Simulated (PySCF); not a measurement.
## A study: CHClN, charge −1, SMILES `[Cl-].C#N`

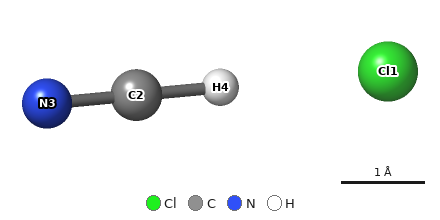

The molecule, with its atoms numbered as below. The pair's geometry is semi-empirical, so its contact may be too short or too long.

Coordinates in Å:

```
Cl1     -1.6787    0.0000    0.0000
C2       1.5432   -0.0002    0.0000
N3       2.6871    0.0001    0.0000
H4       0.4689    0.0001    0.0000
```

## 1. Bonding charge

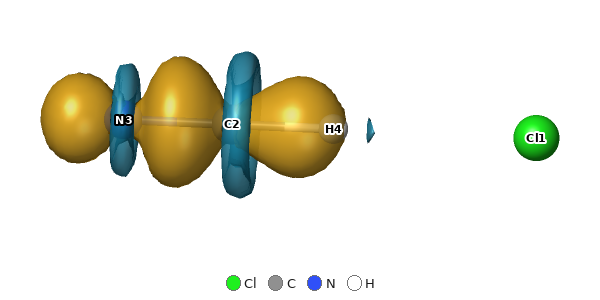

Deformation density (molecule less spherical, spin-averaged free atoms at the same positions), surfaces at ±0.1 e/Å³; yellow: gain, teal: loss.

Method: r2SCAN/def2-SVPD; geometry: GFN2-xTB; program: PySCF.

**Describe the bonding that the map shows.**

C2–N3: +0.91 e/Å³ at the bond critical point (bond length 1.14 Å). C2–H4: +0.69 e/Å³ at the bond critical point (bond length 1.07 Å). Cl1–H4: −0.04 e/Å³ at the bond critical point (bond length 2.15 Å). In all, 1.6 electrons gather in the regions of gain relative to the promolecule of neutral atoms (this includes the anion's extra charge). A small or negative value marks a very polar bond, one between electron-rich atoms, whose free-atom densities already overlap strongly, a long bond to a heavier atom, or a closed-shell contact such as a hydrogen bond.

**Where do the Hirshfeld charges lie?**

The highest Hirshfeld charge is on H4 (+0.05 e), the lowest on Cl1 (−0.79 e).

```csv
atom,charge (e)
Cl1,−0.79
C2,+0.03
N3,−0.29
H4,+0.05
```

## 2. Electrostatic potential

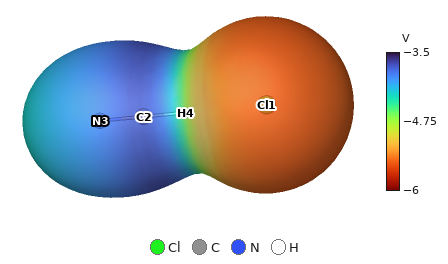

Electrostatic potential on the surface of electron density 0.001 a.u.

**Where are the extremes of the potential on the surface?**

Highest: −3.73 V, off the C2–H4 bond (1.8 to 1.9 Å from its atoms), and at like points elsewhere. Further maxima include −5.46 V, 2.2 Å from Cl1. Lowest: −5.51 V, 2.2 Å from Cl1, and at like points elsewhere. Further minima include −4.28 V, 2.0 Å from N3. The surface is sampled at points, so like sites can differ by a few per cent and only the strongest of them is named.

## 3. Binding density

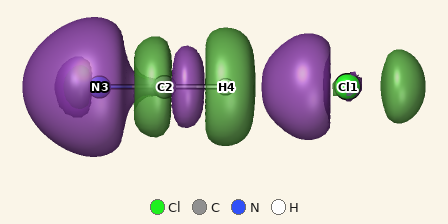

Density of the complex less the densities of the two fragments at the same geometry, ±0.006 e/Å³ (purple: gain, green: loss). Fragment A: Cl(−1) (atom 1); fragment B: HCN.

**Which way does charge flow?**

Hirshfeld charges show 0.049 e passing from A to B. By Hirshfeld charges, electrons gather most on N3 (−0.097 e) and leave Cl1 most (+0.049 e); 0.20 e is displaced in all.

**What is the interaction energy, and which contacts carry it?**

The counterpoise-corrected interaction energy of the frozen fragments is −21.1 kcal/mol without dispersion correction and −21.3 kcal/mol with D3(BJ). The pair geometry is semi-empirical, not a minimum at this level. Contacts: Cl1···H4, weak C–H hydrogen bond, 2.15 Å, ρ = 0.030 a.u. The pose is a local one from a semi-empirical search, not shown to be the most stable.
